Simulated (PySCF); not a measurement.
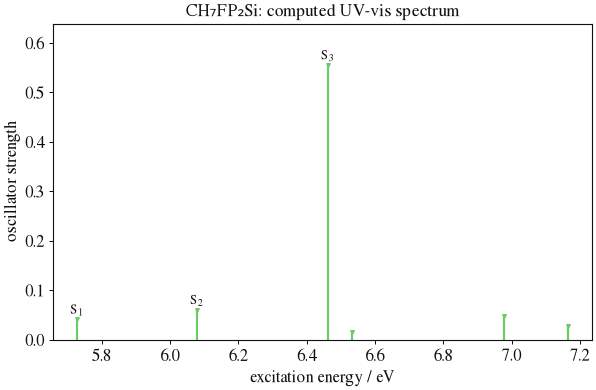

Computed absorption of CH₇FP₂Si, SMILES C[Si](F)(P)P. Vertical TDDFT excitations, PBE0/def2-SVPD in PySCF 2.14.0, at a GFN2-xTB geometry (no frequency check), gas phase. The lowest 6 singlet states are shown.

### Does any vertical transition fall in the visible?

No singlet lies below 3.1 eV (beyond 400 nm), so at this level no vertical transition falls in the visible.

### Which of the computed transitions is the brightest, and what character does the calculation give it?

S3 at 6.46 eV (192 nm), f = 0.556, mainly HOMO → LUMO+2 (81 %).

### Where is the lowest singlet, and is it bright?

S1 lies at 5.73 eV (216 nm) with f = 0.042, mixed, the largest part being HOMO → LUMO+1 (47 %); it is weak.

Caveats: states above the negative HOMO energy depend on the basis; the tight-binding geometry is rougher than a DFT one and adds to the error; core orbitals are frozen in the response.
